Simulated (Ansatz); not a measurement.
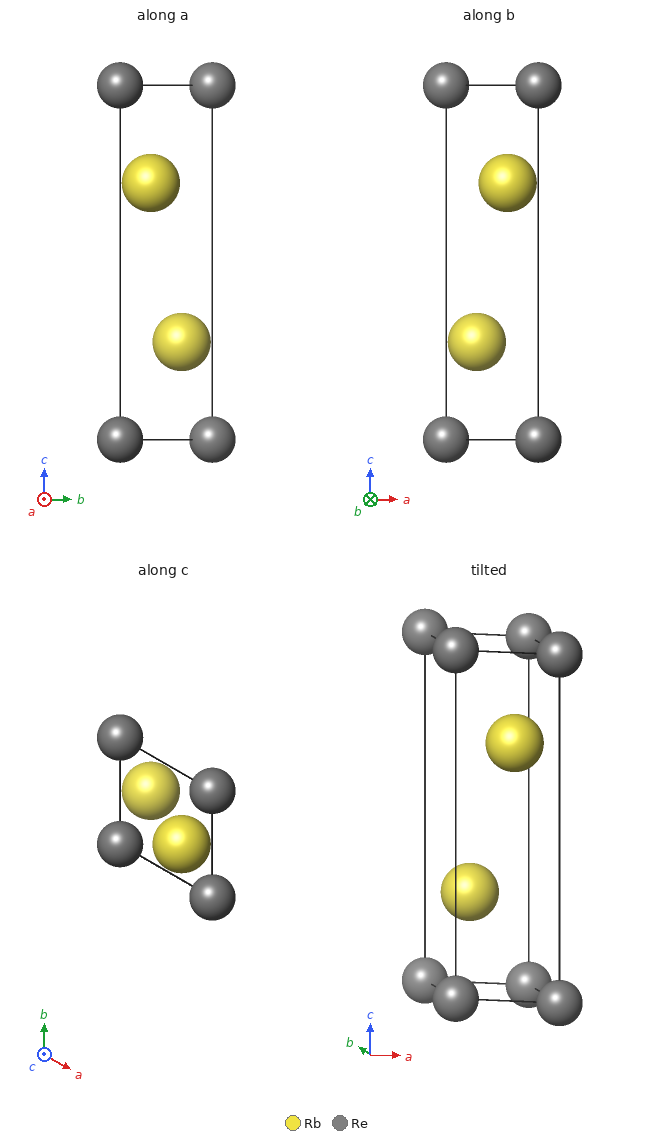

Spheres-only representation of a periodic structure, projected along the a axis, along the b axis, along the c axis and slightly off an axis. The outline marks the conventional unit cell.

Lattice parameters: a = 3.141 Å, b = 3.141 Å, c = 10.436 Å, α = 90.00°, β = 90.00°, γ = 120.00°.

Put the structure into a table of Wyckoff sites, with free fractional coordinates to two decimals.

Answer. Space group P-3m1 (No. 164).
```csv
atom,site,x,y,z
Rb,2d,0.3333,0.6667,0.28
Re,1a,0.00,0.00,0.00
```

The initial geometry was a structure type filled with these elements by a generator (whether the compound takes this form wasn't checked). The geometry is the end of a relaxation with DFT PBE, scalar-relativistic, plane waves, PAW in Ansatz 0.2.0.
